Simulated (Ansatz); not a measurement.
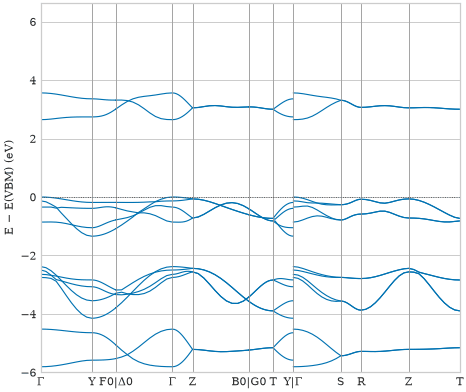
*Band structure from r²SCAN (plane waves, PAW; program Ansatz)*

### Question
Read off the gap and where the band edges lie.

### Answer
About 2.6 eV (2.65 eV by a search for the band edges); maximum at Γ, minimum at Γ.

The material is Cl (molecular I2 type, space group No. 64).

Space group Cmce (molecular I2 type). Symmetry was held in the r²SCAN relaxation. The substance is a gas or liquid at ambient conditions; this is its low-temperature solid. A crystal of weakly bound units computed without a dispersion correction: the cell and the soft elastic constants depend strongly on that.

Potentials: the earlier of the program's two PAW sets.
